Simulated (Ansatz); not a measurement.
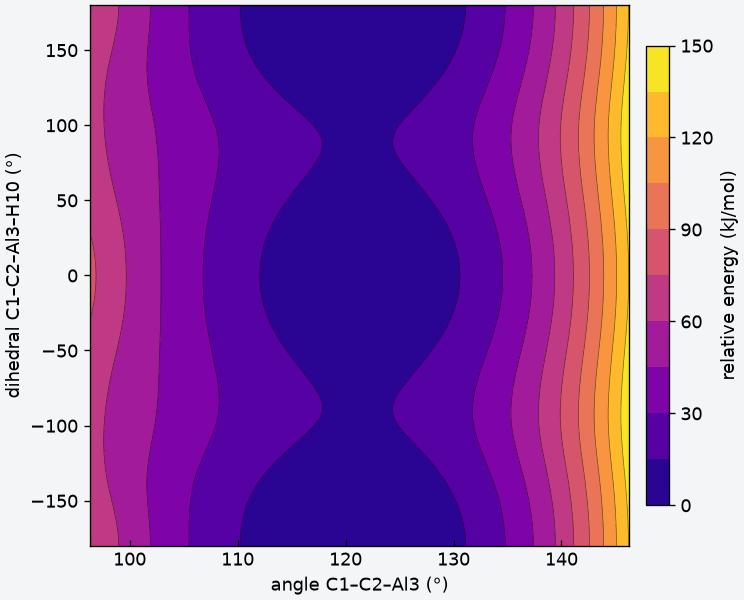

C3H5AlClF, SMILES C[C]([AlH2])=C(F)Cl. 
- The first coordinate is: angle C1–C2–Al3; the second: dihedral C1–C2–Al3–H10.
- Nothing is relaxed (all other coordinates rigid).
- The grid has 9 × 9 points.
- Points are written as (first, second).
- Energies are in kJ/mol, from the lowest grid point.
- Level of theory: RKS B3LYP-D4/def2-SVP in Ansatz.

The picture shows filled contours. Between grid points the surface is interpolated.

The lowest grid point is at (121.3°, −180°). There is a further well near (121.3°, −20°) (4.3 kJ/mol above the lowest at that grid point). The highest grid point, (146.3°, −100°), lies 146 kJ/mol above the lowest. On the interpolated surface the easiest way out of the lowest well to the well at about (122°, 0°) passes a barrier of about 14 kJ/mol. Round the minimum the two coordinates are nearly uncoupled.

The level of theory is changed to Ansatz, RKS SPW92 (LDA)/def2-SVP; with it change the reference geometry, relaxed at the new level; the new grid has 15 × 15 points, laid about the new relaxed structure.

Q: What does this change do to the map?

A: The minimum (interpolated where it lies between grid points) moves from (121.3°, −180°) to (121.8°, −180°). The easiest pass out of the lowest well goes from about 14 to about 18 kJ/mol on the interpolated surfaces.

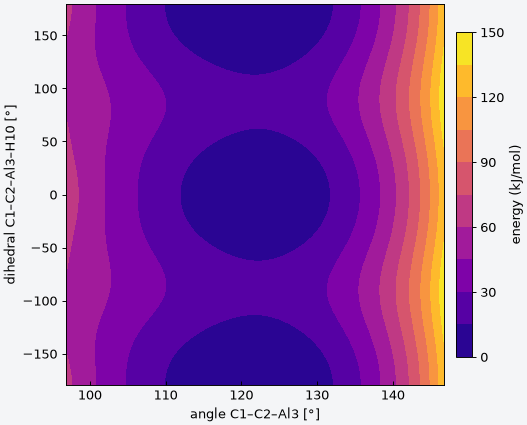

The map after the change, on a colour scale of its own. The picture shows filled contours. Between grid points the surface is interpolated.
